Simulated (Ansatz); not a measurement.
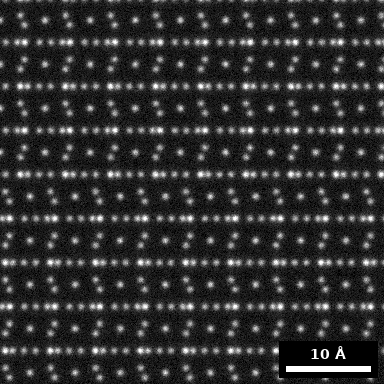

Z-contrast image of Sr₂SnSe₄ (Ama2, No. 40) along [001]. Simulated incoherent Z contrast: every atom adds Z^1.7 spread by a probe of 0.54 Å full width; channelling and multiple scattering are left out. The probe carries 25 % of its weight in a tail 2.5 times as wide. The display is stretched by a gamma of 0.65; percentages refer to the linear signal. Shot noise was added.

One planar defect was built into the perfect crystal by geometry alone, without relaxation. Host structure: the geometry relaxed with DFT, PAW plane waves, r2scan (Ansatz); the starting structure was generated, so it need not be a known form of this composition.

Where does the periodic pattern break, and how?

A planar fault (a stacking fault or antiphase boundary) runs horizontally about 22 Å below the top edge. The part above it is shifted along the boundary by 1/3 of the 5.41 Å repeat of the rows (1.8 Å to the right, the same as 3.6 Å to the left); both parts keep the same orientation.
